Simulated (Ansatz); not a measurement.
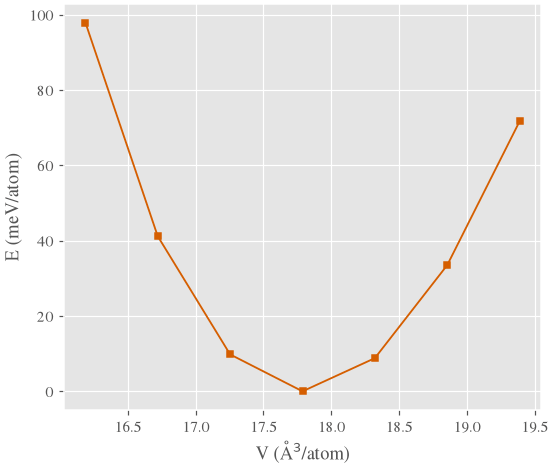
Figure. Nb₃Sn (A15 (Cr3Si type), Pm-3n) under volume change, DFT-LDA in the program Ansatz with PAW potentials, scaled uniformly.

### Question
What does a third-order Birch–Murnaghan fit give for V₀, B₀ and B′?

### Answer
V₀ = 17.79 Å³/atom, B₀ = 185 GPa, B′ = 4.2.

The cell was relaxed with LDA under the symmetry of its start. The run is not spin-polarised. Spin–orbit coupling is left out wherever it is not named.

Potentials: the later of the program's two PAW sets.
